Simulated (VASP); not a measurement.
Band structure of HfB₂ (AlB2 type). These are PBEsol GGA, VASP's PBE PAW potentials (set 64) (plane waves; VASP 6.6.1) values and carry that method's errors.

Unless said otherwise, spin-orbit coupling is left out, though it shifts the bands of the heavy elements here.

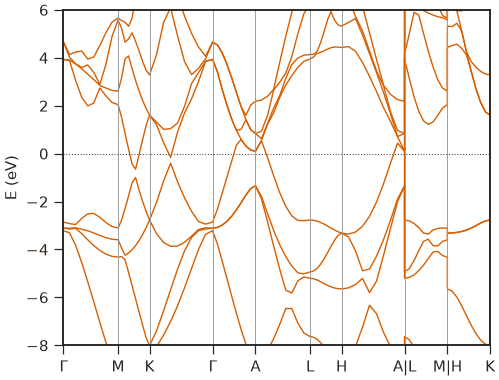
Figure: Bands along high-symmetry lines, zero at the valence-band maximum or, without a gap, the Fermi level

**Question.** Read the plot: is there a gap, and where are the band edges?

**Answer.** It has no gap at this level: it comes out as a metal or semimetal. (Edges off the drawn lines would not show.)

The compound is HfB2 in the AlB2 type structure. It was relaxed first.
